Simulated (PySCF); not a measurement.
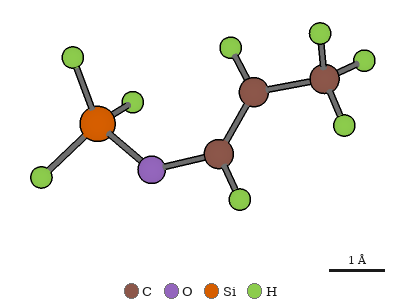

This is the input geometry for a relaxation of C3H8OSi. The picture is a ball-and-stick view, seen at a tilt.

The start comes from GFN2-xTB. Its atoms were then displaced at random by about 0.01 Å.

Computed with PySCF 2.14.0, density-fitted response routines, PBE0-D3(BJ)/def2-SVP geometry optimisation, gas phase.

```xyz
13

C    -2.2729    0.1102    0.1926
C    -0.8084    0.1513    0.1282
C    -0.0905   -0.7972   -0.4354
O     1.3070   -0.8147   -0.5154
Si    2.4349    0.1969   -0.0262
H    -2.7084    0.9807   -0.3736
H    -2.6241    0.2265    1.2195
H    -2.6701   -0.7821   -0.2347
H    -0.3124    1.0171    0.5907
H    -0.5214   -1.6749   -0.8700
H     3.5911   -0.5238   -0.4944
H     2.2915    1.5257   -0.6230
H     2.3895    0.3675    1.4314
```

Predict the outcome.

Answer. After 10 geometry steps the energy has fallen by 32.0 kJ/mol. The largest move after the best rigid fit is that of H11, 0.22 Å. Largest moves by element: H 0.22 Å, O 0.14 Å, C 0.06 Å, Si 0.04 Å. Some distances before and after: O4–Si5 1.592 → 1.679 Å, C3–O4 1.400 → 1.351 Å, Si5–H11 1.441 → 1.486 Å, C1–H8 1.066 → 1.101 Å. Among the angles between lasting bonds that change: O4–Si5–H11 98.7° → 105.2°, C3–O4–Si5 133.0° → 126.8°, H11–Si5–H12 113.6° → 110.7°.

Final geometry:

```xyz
13

C    -2.2569    0.1653    0.1974
C    -0.7661    0.1344    0.1256
C    -0.0699   -0.8570   -0.4420
O     1.2744   -0.9464   -0.5418
Si    2.3991    0.1884   -0.0260
H    -2.6692    1.0560   -0.3059
H    -2.6119    0.1993    1.2412
H    -2.7007   -0.7225   -0.2779
H    -0.2258    0.9807    0.5697
H    -0.5707   -1.7210   -0.8942
H     3.7214   -0.3699   -0.4099
H     2.1642    1.5003   -0.7003
H     2.3181    0.3756    1.4536
```

After the run, drawn alike:

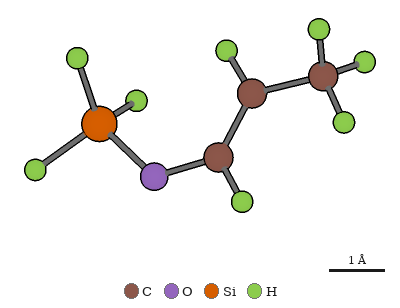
